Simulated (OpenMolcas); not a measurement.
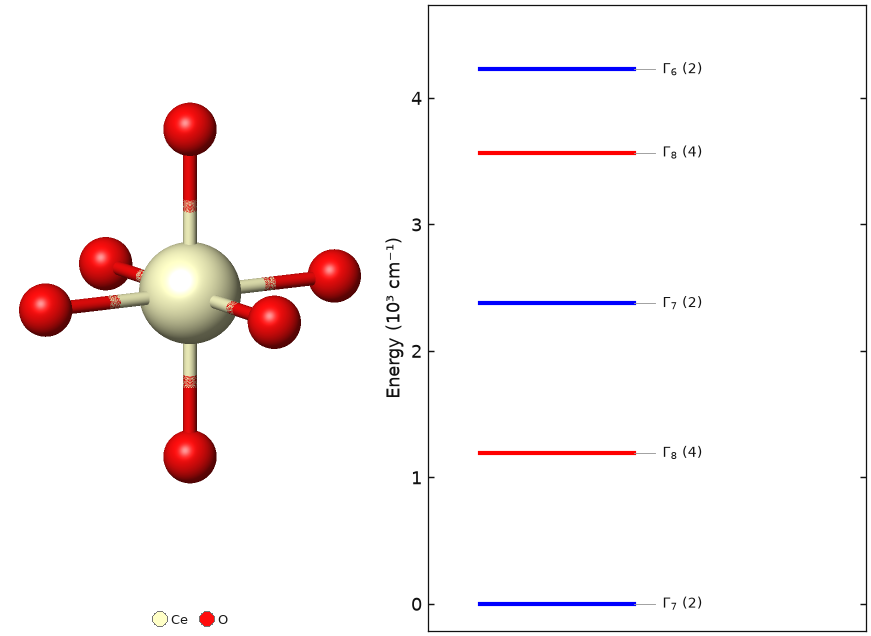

Ce³⁺ (4f) as a dopant in SrO, a cluster with its 6 nearest O²⁻ at 2.457 Å (octahedron) embedded in model potentials and point charges; the geometry was set, not optimised, and its levels. Labels give the representation in O, Td, D4 or D3 as the site allows (double group for half-integer spin) where it could be assigned and, in brackets, the degeneracy; spin-free states, where drawn, share the zero of the spin-orbit levels. Level of the calculation: state-averaged CASSCF, active space 1 electron in the shell 4f, basis ANO-RCC-VDZP on all atoms, DKH2 scalar Hamiltonian, spin-orbit coupling by RASSI with atomic mean-field integrals (OpenMolcas).

Q: Give the ground level and the first gap.

A: The ground level is Γ₇, a Kramers doublet, 100 % from states of spin multiplicity 2, effective J = 2.58, with |mJ| = 3/2 the largest share (81 %). Its principal g values are 0.97, 0.97 and 0.97, isotropic. The next level lies at 1,190 cm⁻¹ (Γ₈). The lowest J multiplet spreads over 1,190 cm⁻¹. The active orbitals hold 99 to 100 % metal character (Löwdin), and the Mulliken charge of the metal is +2.28.

Limits of the model: the geometry is set by hand, with no relaxation and no charge compensation.
